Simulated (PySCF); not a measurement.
SMILES CCC(F)(F)F at its GFN2-xTB optimised geometry (Å):

```
11

C      1.5142    -0.5476     0.0000
C     -0.0104    -0.5476     0.0000
C     -0.5507     0.8676     0.0000
F     -1.8944     0.8935     0.0008
F     -0.1599     1.5686    -1.0753
F     -0.1585     1.5690     1.0742
H      1.8824    -1.5690     0.0029
H      1.8939    -0.0383     0.8824
H      1.8944    -0.0420    -0.8846
H     -0.4029    -1.0459     0.8881
H     -0.4031    -1.0463    -0.8877
```

Computed with PBE0/def2-TZVP run with PySCF. Cells within 0.4 Å of a nucleus heavier than hydrogen are left out (blank, or x).

Map of the HOMO−1 amplitude (bohr^(-3/2)) on the plane z = 1.0 Å; orbital energy -10.47 eV, overall sign arbitrary:

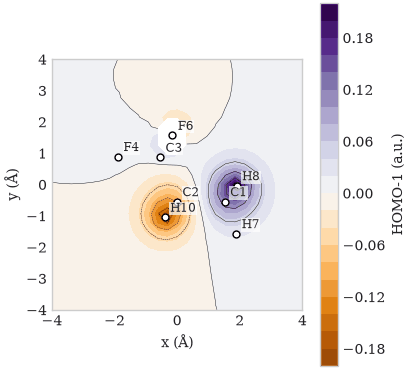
Fig. 1. HOMO−1 amplitude (bohr^(-3/2)) on the plane z = 1.0 Å.
